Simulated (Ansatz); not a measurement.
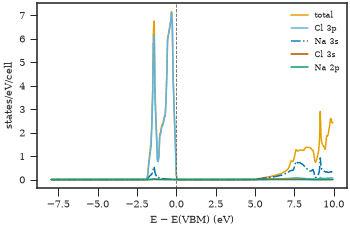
Total and projected density of states of NaCl (rock salt, Fm-3m), PBE (plane waves, PAW; program Ansatz)

Problem. Which orbitals carry the states next to the gap?

Solution. Top 1 eV of the valence band: Cl 3p 99 %. Bottom 1 eV of the conduction band: Na 3s 73 %, Cl 3s 19 %, Cl 3p 6 %. Projections are on Löwdin-orthogonalised atomic valence shells; empty p or d shells of many metals are not among them.

Problem. Where is the tallest occupied peak in this window, and what makes it?

Solution. Near -0.3 eV, about 7.2 states/eV per cell; the largest projected share is Cl 3p.

The PBE relaxation kept the symmetry of its start; phonons on a q-mesh show no instability.

Potentials: the later of the program's two PAW sets.
